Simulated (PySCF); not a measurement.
# C₂H₇O₂PSi: geometry relaxation

The run: geometry relaxation of C₂H₇O₂PSi, SMILES CC(=O)O[SiH2]P. Method and program: PBE0-D3(BJ)/def2-SVP geometry optimisation, gas phase (PySCF 2.14.0).

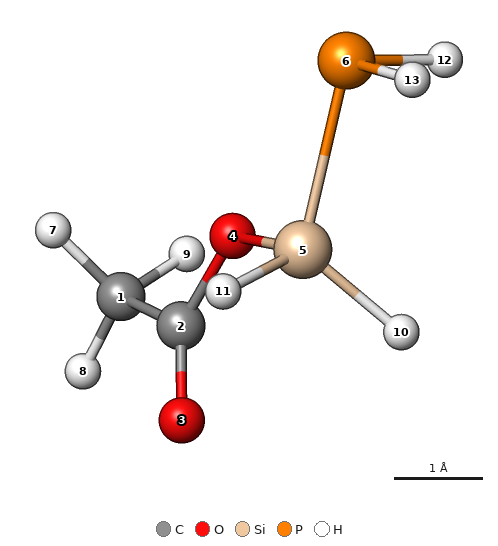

The input geometry (ball-and-stick view, seen at a tilt; atoms are numbered from 1 in the order of the input).

The input:
```
{"job": {"xc": "PBE0", "basis": "def2-SVP", "d3": "d3bj", "grid": 1, "shake": 0.01, "kind": "geom"}, "charge": 0, "multiplicity": 1}
C      2.448400     0.505160    -0.159200
C      1.284600    -0.422320     0.075910
O      1.376220    -1.591030     0.310070
O      0.136770     0.178030    -0.009200
Si    -1.302120    -0.695270     0.189400
P     -2.739850     0.938890    -0.327010
H      2.364780     0.913510    -1.178320
H      3.391050     0.024650    -0.031720
H      2.347650     1.377470     0.540860
H     -1.328440    -1.219490     1.573500
H     -1.373560    -1.772380    -0.770500
H     -2.716150     1.550790     0.922610
H     -3.883530     0.195110    -0.025320
```

The first line tells a small driver script what to run in PySCF; the rest is the geometry in Å.

Run on 1 CPU thread, shared host.

Launched with:
```bash
OMP_NUM_THREADS=1 python <driver script> task.json out
```

The program's output:
```
step   0  E = -860.90105791  max force = 0.036814
step   1  E = -860.90638433  max force = 0.011847
step   2  E = -860.90683174  max force = 0.005814
step   3  E = -860.90686008  max force = 0.003800
step   4  E = -860.90696612  max force = 0.001091
step   5  E = -860.90697579  max force = 0.000498
step   6  E = -860.90698158  max force = 0.000507
step   7  E = -860.90698275  max force = 0.000272
optimisation converged
```

Trajectory as extended XYZ (Å, eV, eV/Å), 8 frames, from step=0 to step=7:
```
13
Properties=species:S:1:pos:R:3:forces:R:3 step=0 energy=-23426.31101
C     2.4484    0.5052   -0.1592   -1.2845   1.1871   0.2723
C     1.2846   -0.4223    0.0759    1.8931   0.1252  -0.0790
O     1.3762   -1.5910    0.3101    0.1046  -1.1938   0.2383
O     0.1368    0.1780   -0.0092   -1.1161   1.3568  -0.2788
Si   -1.3021   -0.6953    0.1894   -0.1947   0.3042   0.6202
P    -2.7399    0.9389   -0.3270    0.2343   0.0808  -0.9294
H     2.3648    0.9135   -1.1783    0.0386   0.0221   0.0221
H     3.3910    0.0246   -0.0317    0.8999  -0.6187   0.1840
H     2.3476    1.3775    0.5409    0.1515  -0.5425  -0.4646
H    -1.3284   -1.2195    1.5735   -0.1185  -0.0368   0.1654
H    -1.3736   -1.7724   -0.7705   -0.1214  -0.6148  -0.6191
H    -2.7161    1.5508    0.9226    0.1154   0.3506   0.7596
H    -3.8835    0.1951   -0.0253   -0.6022  -0.4200   0.1090
13
Properties=species:S:1:pos:R:3:forces:R:3 step=1 energy=-23426.45595
C     2.4974    0.5107   -0.1116    0.4001  -0.1182  -0.0245
C     1.3376   -0.4127    0.0582   -0.6092  -0.0024   0.0106
O     1.3881   -1.5971    0.2700    0.0378   0.1522  -0.0129
O     0.1525    0.2385   -0.0442    0.3102  -0.1486   0.0132
Si   -1.3082   -0.6407    0.1518    0.0212  -0.0685  -0.0709
P    -2.8628    0.9028   -0.3790   -0.0274   0.1148   0.1152
H     2.4186    1.0467   -1.0698   -0.0119  -0.0231   0.0571
H     3.4454   -0.0487   -0.0580   -0.2113   0.0594  -0.0661
H     2.4838    1.2618    0.6886   -0.0635   0.1020   0.0340
H    -1.3943   -1.1395    1.5518    0.0238  -0.0318  -0.0071
H    -1.3959   -1.7508   -0.8403    0.0288   0.0259   0.0609
H    -2.8210    1.5237    0.9142   -0.0208  -0.0385  -0.1211
H    -3.9750    0.0635   -0.0413    0.1221  -0.0232   0.0116
13
Properties=species:S:1:pos:R:3:forces:R:3 step=2 energy=-23426.46813
C     2.4991    0.5027   -0.1116    0.0650   0.0489   0.0383
C     1.3152   -0.3921    0.0721   -0.1469   0.1551  -0.0029
O     1.3629   -1.5707    0.3078   -0.0952  -0.0966   0.0143
O     0.1430    0.2646   -0.0467    0.2989  -0.0630  -0.0260
Si   -1.3051   -0.6314    0.1371   -0.0498  -0.0469   0.0367
P    -2.8695    0.9090   -0.3699   -0.0053   0.0191  -0.0075
H     2.4319    1.0175   -1.0802   -0.0034   0.0181  -0.0084
H     3.4257   -0.0797   -0.0497   -0.0400  -0.0065  -0.0145
H     2.4950    1.2773    0.6704   -0.0176   0.0094  -0.0280
H    -1.3776   -1.1537    1.5294   -0.0116  -0.0136  -0.0078
H    -1.3736   -1.7308   -0.8635    0.0016   0.0025   0.0035
H    -2.8374    1.5169    0.9235    0.0025  -0.0087  -0.0079
H    -3.9434    0.0285   -0.0282    0.0018  -0.0177   0.0103
13
Properties=species:S:1:pos:R:3:forces:R:3 step=3 energy=-23426.46890
C     2.4993    0.5005   -0.1093   -0.0345  -0.0690   0.0611
C     1.3058   -0.3848    0.0820   -0.1568   0.1954  -0.0329
O     1.3150   -1.5617    0.3325    0.1854  -0.1492   0.0267
O     0.1495    0.2817   -0.0542    0.0365   0.1519  -0.0578
Si   -1.2959   -0.6225    0.1272   -0.0353  -0.0512   0.0629
P    -2.8722    0.9091   -0.3666    0.0011  -0.0201  -0.0540
H     2.4379    1.0016   -1.0853   -0.0136  -0.0084  -0.0196
H     3.4153   -0.0922   -0.0397    0.0858  -0.0167   0.0139
H     2.4956    1.2904    0.6580   -0.0009  -0.0441  -0.0193
H    -1.3647   -1.1584    1.5145   -0.0234   0.0100  -0.0024
H    -1.3556   -1.7167   -0.8775   -0.0135  -0.0026  -0.0260
H    -2.8422    1.5084    0.9281    0.0065   0.0116   0.0417
H    -3.9216    0.0028   -0.0191   -0.0374  -0.0075   0.0056
13
Properties=species:S:1:pos:R:3:forces:R:3 step=4 energy=-23426.47178
C     2.5051    0.4979   -0.1068   -0.0519   0.0034  -0.0003
C     1.3041   -0.3772    0.0786    0.0322   0.0557  -0.0106
O     1.3262   -1.5551    0.3295   -0.0057  -0.0561   0.0133
O     0.1481    0.2887   -0.0618    0.0329   0.0389  -0.0188
Si   -1.2977   -0.6189    0.1264   -0.0299  -0.0466   0.0259
P    -2.8831    0.9035   -0.3679   -0.0039  -0.0047  -0.0197
H     2.4513    0.9983   -1.0842    0.0020  -0.0016  -0.0053
H     3.4186   -0.1002   -0.0314    0.0257  -0.0075   0.0099
H     2.5021    1.2877    0.6590    0.0074  -0.0023   0.0023
H    -1.3678   -1.1516    1.5146   -0.0028   0.0110  -0.0005
H    -1.3594   -1.7150   -0.8773   -0.0006   0.0036  -0.0126
H    -2.8501    1.5042    0.9275    0.0008   0.0073   0.0151
H    -3.9314   -0.0042   -0.0156   -0.0060  -0.0012   0.0013
13
Properties=species:S:1:pos:R:3:forces:R:3 step=5 energy=-23426.47205
C     2.5057    0.4979   -0.1046   -0.0153   0.0016  -0.0063
C     1.3039   -0.3759    0.0776    0.0150   0.0106   0.0167
O     1.3244   -1.5534    0.3336   -0.0087  -0.0123  -0.0025
O     0.1487    0.2901   -0.0687    0.0105   0.0139  -0.0148
Si   -1.2975   -0.6193    0.1232   -0.0097  -0.0256   0.0117
P    -2.8861    0.9013   -0.3688   -0.0028   0.0013  -0.0040
H     2.4575    0.9942   -1.0845    0.0037  -0.0012  -0.0012
H     3.4196   -0.0998   -0.0211    0.0035   0.0010   0.0040
H     2.4992    1.2905    0.6583    0.0021  -0.0004   0.0004
H    -1.3659   -1.1491    1.5123    0.0001   0.0059   0.0010
H    -1.3604   -1.7152   -0.8811    0.0014   0.0047  -0.0043
H    -2.8499    1.5034    0.9268    0.0006   0.0007  -0.0004
H    -3.9330   -0.0067   -0.0124   -0.0004  -0.0001  -0.0001
13
Properties=species:S:1:pos:R:3:forces:R:3 step=6 energy=-23426.47220
C     2.5061    0.4978   -0.1006    0.0084   0.0016   0.0015
C     1.3023   -0.3730    0.0793    0.0038  -0.0261  -0.0011
O     1.3193   -1.5502    0.3393   -0.0027   0.0191  -0.0008
O     0.1488    0.2930   -0.0773   -0.0132  -0.0012   0.0030
Si   -1.2967   -0.6198    0.1187    0.0071   0.0002  -0.0028
P    -2.8894    0.8978   -0.3717    0.0001   0.0011   0.0042
H     2.4655    0.9884   -1.0838    0.0005  -0.0029   0.0015
H     3.4192   -0.1001   -0.0071   -0.0073   0.0033   0.0005
H     2.4961    1.2948    0.6576   -0.0002   0.0034  -0.0006
H    -1.3626   -1.1457    1.5090    0.0012   0.0006   0.0014
H    -1.3591   -1.7151   -0.8862    0.0009   0.0015   0.0021
H    -2.8498    1.5017    0.9234    0.0001  -0.0015  -0.0074
H    -3.9335   -0.0116   -0.0099    0.0013   0.0010  -0.0016
13
Properties=species:S:1:pos:R:3:forces:R:3 step=7 energy=-23426.47224
C     2.5057    0.4983   -0.0983    0.0082   0.0002   0.0002
C     1.3018   -0.3725    0.0800   -0.0007  -0.0140   0.0099
O     1.3179   -1.5489    0.3433    0.0011   0.0119  -0.0045
O     0.1485    0.2931   -0.0803   -0.0112  -0.0037   0.0008
Si   -1.2965   -0.6207    0.1165    0.0064   0.0068  -0.0024
P    -2.8895    0.8967   -0.3740    0.0005  -0.0011   0.0014
H     2.4685    0.9855   -1.0832    0.0007  -0.0014  -0.0003
H     3.4187   -0.0988    0.0004   -0.0039   0.0012  -0.0002
H     2.4931    1.2979    0.6573   -0.0025   0.0016  -0.0016
H    -1.3616   -1.1455    1.5073    0.0000  -0.0008   0.0004
H    -1.3585   -1.7160   -0.8883    0.0008  -0.0013   0.0025
H    -2.8486    1.5013    0.9205    0.0000  -0.0002  -0.0047
H    -3.9335   -0.0122   -0.0107    0.0006   0.0008  -0.0015
```

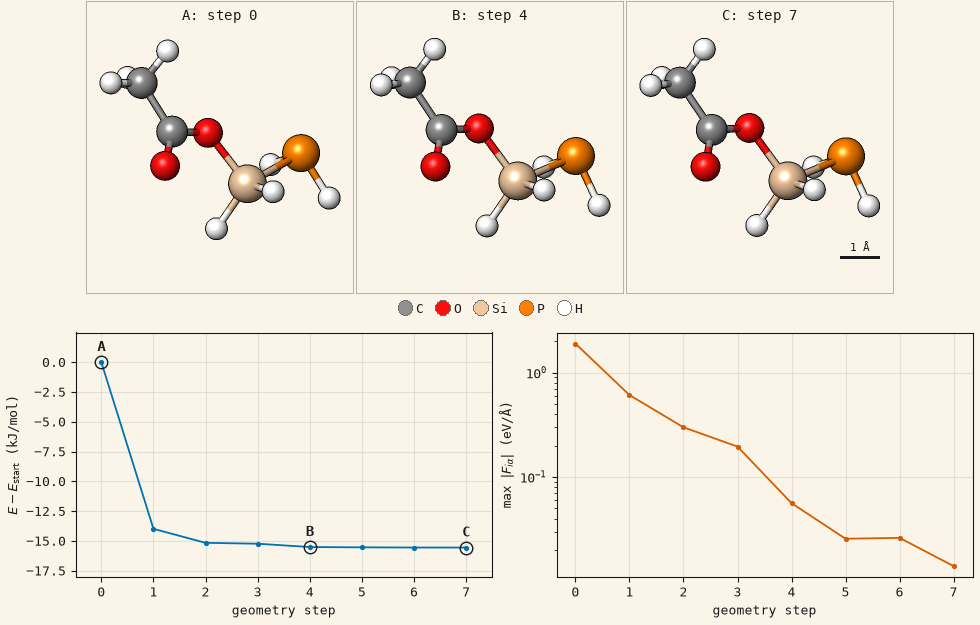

Frames of the relaxation (ball-and-stick view, seen at a tilt) above the curves, on which the letters mark them (steps are counted from 0).

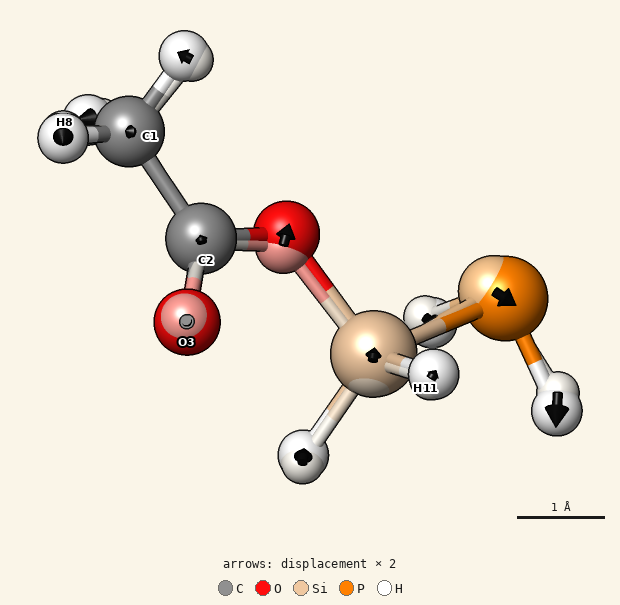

Start (faint) and end (solid) with the displacements as black arrows, magnified 2 times (ball-and-stick view, seen at a tilt). The two geometries are laid on each other by the best rigid fit. Over 7 geometry steps the energy falls by 15.6 kJ/mol. Largest force component: 1.9 eV/Å at the start, 0.014 eV/Å at the end. The atom that moves furthest after the best rigid fit is H13 (0.22 Å). By element the largest moves are H 0.22 Å, P 0.16 Å, O 0.14 Å, Si 0.09 Å, C 0.06 Å. Among the contacts that change: Si5–H11 1.445 → 1.488 Å, C2–O4 1.298 → 1.341 Å, P6–H12 1.392 → 1.429 Å, P6–H13 1.397 → 1.431 Å. Among the angles that change: O4–Si5–P6 98.2° → 102.2°, C2–O4–Si5 120.3° → 116.4°, P6–Si5–H10 117.6° → 114.2°. (Atoms are counted from 1 in the order of the input.)

Key numbers:

| quantity | value |
| --- | --- |
| outcome | converged |
| total energy | −860.906983 hartree |
| dipole moment | 1.34 D |
| point group | C1 |
| wall time | 47 s |
| peak memory | 0.52 GiB |
